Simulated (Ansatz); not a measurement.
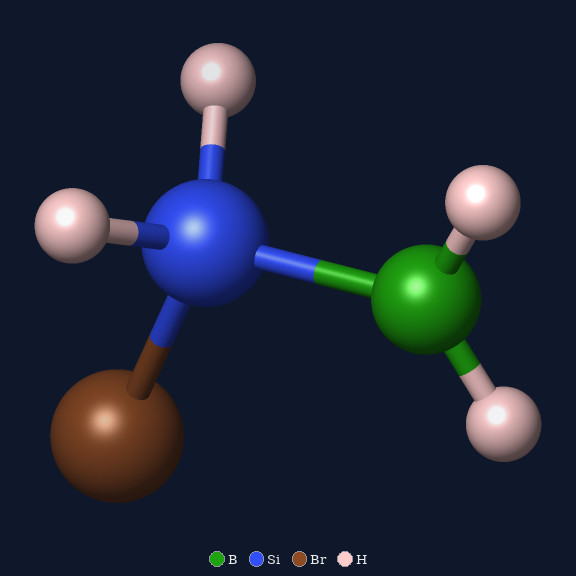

The geometry was computed by an optimisation with PBE0-D4/def2-TZVP. No frequency run is at hand to confirm it as a minimum.

Draw it as a skeletal formula.

SMILES: B[SiH2]Br

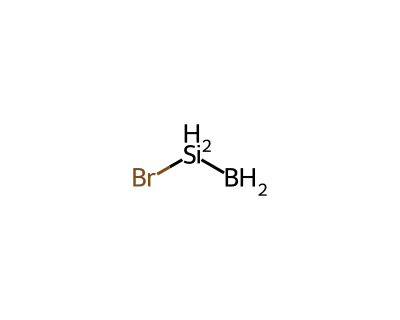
